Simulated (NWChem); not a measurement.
# SiH (SMILES [SiH]): levels of theory compared

Wanted: a comparison of 6 runs (UHF/STO-3G, UHF/3-21G, UHF/def2-TZVP, UPBE0/STO-3G, UB3LYP/6-31G*) of SiH. 

Program for the calculation: NWChem 7.3.0.

16 further runs of the same task are left out: 16 set aside as unsound or not needed. Runs told in other sessions of the task aren't counted.

## Step 1: The system as given

SiH: 2 atoms, total charge 0, spin state doublet. As SMILES, `[SiH]`. The coordinates come from a PBE0-D4/def2-TZVP relaxation.

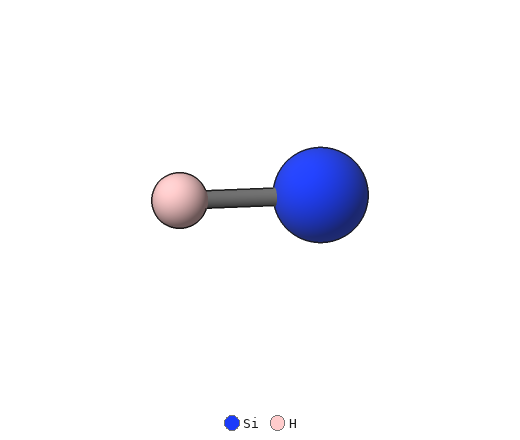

Viewed from a chosen angle; silicon blue, hydrogen pink.

## Step 2: Energy and gradient at UHF/STO-3G (run 1)

Input file hsi.nw:

```
echo
START hsi
memory 2200 mb

GEOMETRY units angstrom noautosym nocenter noautoz
   Si       0.000000       0.000000      -0.007580
   H        0.000000       0.000000       1.524140
END

BASIS spherical bse
   * library STO-3G
END

SCF
   doublet
   uhf
   thresh 1e-08
   maxiter 80
   noprint "final vectors analysis"
END

TASK scf gradient
```

Run with:

```bash
$ nwchem hsi.nw > hsi.out
```

Log:

```text
[...]
  functions       =    10
[...]
  wavefunction    = UHF
[...]
         Total SCF energy =   -286.056953636866
      One electron energy =   -409.730904581110
      Two electron energy =    118.837243526442
 Nuclear repulsion energy =      4.836707417802
                       Sz =      0.5000
                 Sz(Sz+1) =      0.7500
                      S^2 =      0.7530
[...]
                         UHF ENERGY GRADIENTS
    atom               coordinates                        gradient
                 x          y          z           x          y          z
   1 Si      0.000000   0.000000  -0.014324   -0.000000  -0.000000  -0.027095
   2 H       0.000000   0.000000   2.880207    0.000000   0.000000   0.027095
[...]
```

Run time: 0.54 s. Hardware: 1 thread of Intel Xeon 6975P-C (Granite Rapids), shared host; peak memory 0.1 GiB.

## Step 3: Energy and forces at UHF/3-21G (run 2)

Input file hsi.nw:

```
start hsi
title "HSi"
memory stack 880 mb heap 220 mb global 1100 mb
charge 0

geometry noautosym nocenter noautoz
  Si     0.000000     0.000000    -0.007580
  H      0.000000     0.000000     1.524140
end

basis spherical bse
  * library 3-21G
end

scf
  doublet
  uhf
  thresh 1e-08
  maxiter 80
end

task scf gradient
```

Run with:

```bash
$ nwchem hsi.nw > hsi.out
```

Log:

```text
[...]
  functions       =    15
[...]
  wavefunction    = UHF
[...]
         Total SCF energy =   -287.907183426405
      One electron energy =   -409.102307971572
      Two electron energy =    116.358417127365
 Nuclear repulsion energy =      4.836707417802
                       Sz =      0.5000
                 Sz(Sz+1) =      0.7500
                      S^2 =      0.7533
[...]
                         UHF ENERGY GRADIENTS
    atom               coordinates                        gradient
                 x          y          z           x          y          z
   1 Si      0.000000   0.000000  -0.014324   -0.000000  -0.000000   0.002694
   2 H       0.000000   0.000000   2.880207    0.000000   0.000000  -0.002694
[...]
```

Wall time 0.58 s (1 thread of Intel Xeon 6975P-C (Granite Rapids), shared host); peak memory 0.1 GiB.

Run 3 isn't shown in full; the table further down has it.

## Step 4: Energy and forces at UPBE0/STO-3G (run 4)

Input file mymol.nw:

```
start mymol
title "HSi gradient"
memory total 2200 mb
geometry units atomic noautosym nocenter noautoz
  Si  0.00000000  0.00000000 -0.01432412
  H   0.00000000  0.00000000  2.88020718
end
basis spherical bse
  Si library STO-3G
  H library STO-3G
end
dft
  xc pbe0
  mult 2
  grid xfine
  convergence energy 1e-08
  maxiter 100
  mulliken
  print medium
end
task dft gradient
```

Run with:

```bash
$ nwchem mymol.nw > mymol.out
```

Log:

```text
[...]
          Wavefunction type:  spin polarized.
          No. of atoms     :     2
          No. of electrons :    15
[...]
          Charge           :     0
          Spin multiplicity:     2
[...]
          AO basis - number of functions:    10
[...]
              XC Information
              --------------
                         PBE0 Method XC Functional
                     Hartree-Fock (Exact) Exchange  0.250
          PerdewBurkeErnzerhof Exchange Functional  0.750
            Perdew 1991 LDA Correlation Functional  1.000 local
           PerdewBurkeErnz. Correlation Functional  1.000 non-local
[...]
 d= 0,ls=0.0,diis     1   -286.4484768980 -2.91D+02  1.64D-02  8.74D-03     0.1
[...]
 d= 0,ls=0.0,diis     7   -286.4541882078 -5.95D-10  2.29D-08  3.21D-14     0.6
[...]
         Total DFT energy =     -286.454188207764
      One electron energy =     -409.670096397915
           Coulomb energy =      139.626368093881
    Exchange-Corr. energy =      -21.247166972678
 Nuclear repulsion energy =        4.836707068948
[...]
      Total Density - Mulliken Population Analysis
     ---------------------------------------------
    Atom       Charge   Shell Charges
 -----------   ------   -------------------------------------------------------
    1 Si  14    13.80   2.00  2.00  5.88  1.92  2.01
    2 H    1     1.20   1.20
[...]
      <S2> =      0.7510 (Exact =     0.7500)
[...]
  wavefunction    = open shell
                         DFT ENERGY GRADIENTS
    atom               coordinates                        gradient
                 x          y          z           x          y          z
   1 Si      0.000000   0.000000  -0.014324    0.000000  -0.000000  -0.012213
   2 H       0.000000   0.000000   2.880207   -0.000000   0.000000   0.012213
[...]
```

Wall time 1.2 s (1 thread of Intel Xeon 6975P-C (Granite Rapids), shared host); peak memory 0.11 GiB.

Run 5 isn't shown in full; the table further down has it.

## Step 5: Energy and gradient at UB3LYP/6-31G(d) (Cartesian functions) (run 6)

Input file calc.nw:

```
start calc
title "HSi gradient"
memory 2200 mb

geometry units angstroms noautosym nocenter noautoz
  Si    0.000000    0.000000   -0.007580
  H     0.000000    0.000000    1.524140
end

basis cartesian
  * library 6-31G*
end

dft
  xc b3lyp
  mult 2
  grid xfine
  convergence energy 1e-08
  maxiter 100
  mulliken
  noprint "final vectors analysis"
end

task dft gradient
```

Run with:

```bash
$ nwchem calc.nw > calc.out
```

Log:

```text
[...]
          Wavefunction type:  spin polarized.
          No. of atoms     :     2
          No. of electrons :    15
[...]
          Charge           :     0
          Spin multiplicity:     2
[...]
          AO basis - number of functions:    21
[...]
              XC Information
              --------------
                         B3LYP Method XC Potential
                     Hartree-Fock (Exact) Exchange  0.200
                        Slater Exchange Functional  0.800 local
                    Becke 1988 Exchange Functional  0.720 non-local
              Lee-Yang-Parr Correlation Functional  0.810
                  VWN I RPA Correlation Functional  0.190 local
[...]
 d= 0,ls=0.0,diis     1   -289.9748115668 -2.95D+02  1.58D-02  2.58D-02     0.3
[...]
 d= 0,ls=0.0,diis     7   -289.9886233302 -6.04D-09  1.05D-06  5.31D-11     1.3
[...]
         Total DFT energy =     -289.988623330204
      One electron energy =     -410.888757837234
           Coulomb energy =      137.267362362089
    Exchange-Corr. energy =      -21.203935272862
 Nuclear repulsion energy =        4.836707417802
[...]
      <S2> =      0.7528 (Exact =     0.7500)
[...]
  wavefunction    = open shell
                         DFT ENERGY GRADIENTS
    atom               coordinates                        gradient
                 x          y          z           x          y          z
   1 Si      0.000000   0.000000  -0.014324    0.000000  -0.000000   0.002187
   2 H       0.000000   0.000000   2.880207   -0.000000   0.000000  -0.002187
[...]
```

Wall time 2 s (1 thread of Intel Xeon 6975P-C (Granite Rapids), shared host); peak memory 0.11 GiB.

## Step 6: All runs side by side

| run | level | iteration cap | module | energy (Eh) | dipole moment (D) | ⟨S²⟩ | largest force (eV/Å) | wall time |
| --- | --- | --- | --- | --- | --- | --- | --- | --- |
| 1 | UHF/STO-3G | 80 | scf | -286.056954 | 0.17 | 0.753 | 1.393 | 0.54 s |
| 2 | UHF/3-21G | 80 | scf | -287.907183 | 0.52 | 0.753 | 0.139 | 0.58 s |
| 3 | UHF/def2-TZVP | 80 | scf | -289.433874 | 0.18 | 0.773 | 0.265 | 2.5 s |
| 4 | UPBE0/STO-3G | 100 | dft | -286.454188 | 0.13 | 0.751 | 0.628 | 1.2 s |
| 5 | UB3LYP/6-31G* (spherical functions) | 100 | dft | -289.986786 | 0.36 | 0.753 | 0.107 | 2 s |
| 6 | UB3LYP/6-31G* (Cartesian functions) | 100 | dft | -289.988623 | 0.35 | 0.753 | 0.112 | 2 s |

## Step 7: Summary of results

| quantity | value |
| --- | --- |
| run 6: total energy | -289.98862 Eh |
| run 6: dipole moment | 0.35 D |
| run 6: ⟨S²⟩ | 0.753 |
| run 6: largest force on an atom | 0.112 eV/Å |

What this shows: The dipole moment (its size) runs from 0.13 D (UPBE0/STO-3G) to 0.52 D (UHF/3-21G). The two ends differ in method and basis. The two dipoles point in opposite directions. Totals of different functionals can't be ranked against each other. In runs 1, 4 the basis is minimal, so the values are rough. All runs together took 8.9 s, the longest 2.5 s.
